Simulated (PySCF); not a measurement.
Molecule: SMILES C(/C=C\CC)#C. Atoms near the plane z = 1.2 Å, at the GFN2-xTB optimised geometry (x, y, z in Å): C4 (0.6, -0.7, 0.0), C5 (-0.8, -0.7, 0.0), C6 (-1.4, 0.7, 0.0), H9 (1.1, -0.2, 0.8), H11 (-1.2, -1.2, 0.9), H12 (-1.0, 1.3, 0.9), H13 (-2.5, 0.7, 0.0).

Method: PBE/def2-TZVP run with PySCF 2.14.0. The values are rescaled to run from 0 to 1.

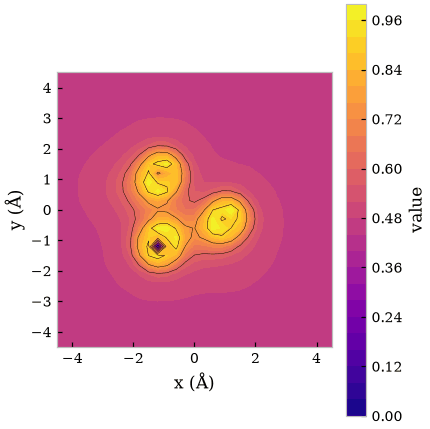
a field on the plane z = 1.2 Å.

Which quantity is mapped?
(A) Laplacian of the electron density
(B) electrostatic potential
(C) deformation density (molecule minus spherical neutral atoms)
(D) an orbital amplitude

A, Laplacian of the electron density. In full: Laplacian of the electron density (e/bohr⁵).
